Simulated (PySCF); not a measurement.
# C7H12GaN: the cost of one run

Computed with PySCF 2.14.0, with density-fitted response routines of our own, on a single molecule, in the gas phase or a continuum. Atoms are numbered from 0 throughout.

**1. Starting geometry**

21 atoms, charge 0, multiplicity 1; geometry from: UFF. The atoms were then displaced at random by about 0.03 Å, so the start is not that level's minimum.

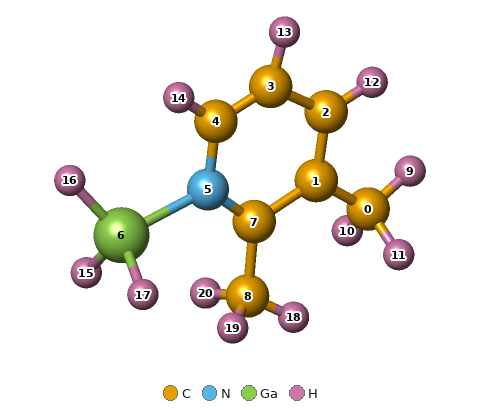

As it starts; carbon amber, nitrogen blue, gallium green, hydrogen pink, atoms numbered.

**2. Optimising the geometry at PBE0-D3(BJ)/def2-SVP**

Job settings and geometry (Å):

```
{"job": {"xc": "PBE0", "basis": "def2-SVP", "d3": "d3bj", "grid": 1, "shake": 0.03, "kind": "geom"}, "charge": 0, "multiplicity": 1}
C     -2.386680     0.945620     0.456440
C     -1.362030     0.011470     0.190490
C     -1.736240    -1.339540     0.068660
C     -0.588910    -2.272230    -0.157270
C      0.622940    -1.888640    -0.327610
N      0.954400    -0.535360    -0.205840
Ga     2.874520    -0.153540    -0.457810
C      0.064250     0.426630     0.062280
C      0.419920     1.880310     0.253970
H     -3.459260     0.542070     0.410180
H     -2.437020     1.819120    -0.292870
H     -2.321230     1.462100     1.478640
H     -2.787070    -1.631580     0.169200
H     -0.996260    -3.319020    -0.205860
H      1.373560    -2.651140    -0.496050
H      2.993920     1.132140    -1.455250
H      3.610940    -1.394830    -1.079500
H      3.480010     0.256890     0.974480
H     -0.356460     2.475480     0.673120
H      1.249720     1.980090     0.853130
H      0.600210     2.269970    -0.842100
```

Run with:

```sh
> OMP_NUM_THREADS=1 python probes_run.py task.json out
```

One launch serves the whole session: the jobs run in the order shown.

Q: Estimate the wall time and peak memory of this first job on 1 thread of Arm Neoverse V1, shared host.

About 6.3 min, with a peak of 0.99 GiB.
